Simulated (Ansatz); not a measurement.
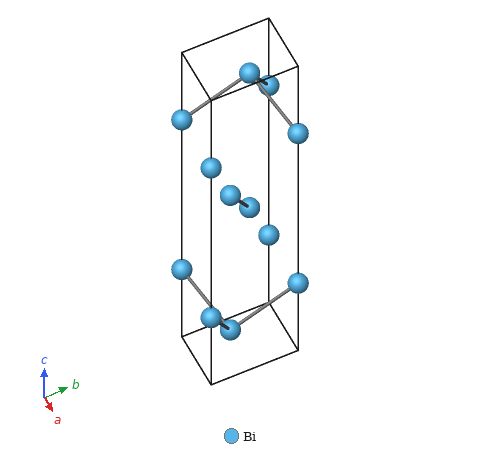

Bi, space group R-3m:H (No. 166), a = 4.525 Å, b = 4.525 Å, c = 11.651 Å, α = 90.00°, β = 90.00°, γ = 120.00°

```csv
site,Wyckoff,x,y,z
Bi,6c,0.3333,0.6667,0.9033
```

Geometry: the structure of a calculation's input, shown in its standard cell.

Question: Compute the Voronoi cell of each site (no radii): faces and volume.

Answer:
```csv
site,faces above 1 % of the sphere,volume (Å³),solid angle by neighbour (%)
Bi,6,34.43,Bi 100
```

Weighted by multiplicity the volumes add up to the cell volume, 206.6 Å³.

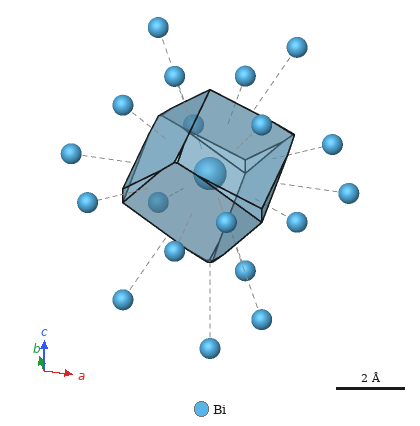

The computed Voronoi cell of Bi, with the neighbours that bound it.
